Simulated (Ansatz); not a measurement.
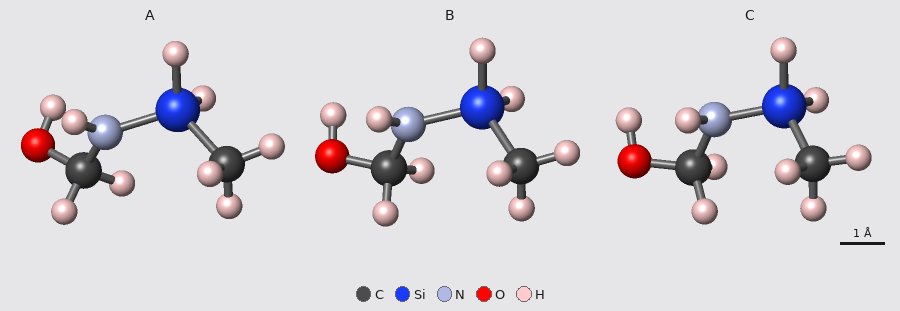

3 geometries from one relaxation of C₂H₉NOSi (coarse preliminary run), in shuffled order. Style: ball-and-stick. Shown at a tilt.

The start comes from a force field.

The calculation used RKS PBE-D4/def2-SVP in Ansatz 0.2.0. Set-up: force threshold 0.03 eV/Å; at most 200 steps.

Question: Put them in the order of the run, from the start to the converged end.

Answer: C, B, A. They are steps 0, 3, 13, at +0.814 eV, +0.045 eV relative to the last. After 12 accepted moves (13 points after the start) the energy has fallen by 0.814 eV. Largest force component: 4.5 eV/Å at the start, 0.019 eV/Å at the end. The line search rejected the trial step at point 9 of the run. The forces were under the threshold at step 10, but the run went on from there. The atom that moves furthest after the best rigid fit is an H atom (0.92 Å). By element the largest moves are H 0.92 Å, O 0.61 Å, N 0.47 Å, C 0.32 Å, Si 0.20 Å. Among the contacts that change: C–Si 1.775 → 1.889 Å, N–Si 1.676 → 1.751 Å, C–H 1.048 → 1.121 Å, H–Si 1.443 → 1.510 Å. Among the angles between lasting bonds that change: Si–N–H 110.8° → 119.5°, N–C–H 104.8° → 112.4°, C–N–H 107.0° → 113.8°. Cost: 13 s on 4 threads of Intel Xeon Platinum 8559C, on a shared host.
